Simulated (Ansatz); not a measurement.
The calculation's input:

```
crystal:
  periodic: [false, false, false]
  atoms:
    - { symbol: Ge, position_ang: [0.153912, 0.0, 0.108923] }
    - { symbol: H, position_ang: [0.556759, 0.0, 1.578266] }
    - { symbol: H, position_ang: [1.673514, 0.0, -0.000738] }
    - { symbol: Cl, position_ang: [-0.869742, 1.755624, -0.614976] }
    - { symbol: Cl, position_ang: [-0.869742, -1.755624, -0.614976] }
basis:
  gaussian: { orbitals: def2-SVP }
hamiltonian:
  xc: b3lyp
relax:
  f_tol: 0.03
  max_steps: 50
output:
  orbitals: {}
```

Command:

```sh
ansatz run input.yaml --threads 2 --pin off --max-ram 3072MiB --backend cpu --events-out ev --progress --plain --runs-dir out
```

The fields are those of the run's last geometry, not of the input's.

Level of theory: RKS B3LYP/def2-SVP (Ansatz 0.2.0).

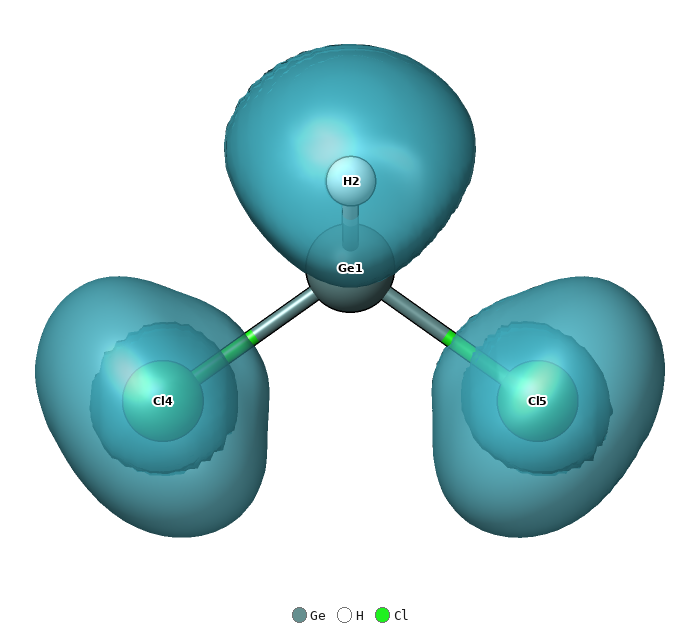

Cl2GeH2. Isosurface of the ELF at 0.75 (cyan), seen across its widest extent. Core shells and regions of very low density are left out.

Q: Where are the electrons localised?

A: The ELF exceeds this value in two regions around hydrogen nuclei and two regions wrapped around Cl (the valence shell of each). Along the contacts the grid gives the following. Ge–Cl (2.17 Å): the ELF peaks at about 0.85 in the valence shell of Cl, 0.8 Å from its nucleus, and is about 0.65 at the midpoint. Ge–H (1.53 Å): the ELF climbs to about 1 towards the hydrogen.
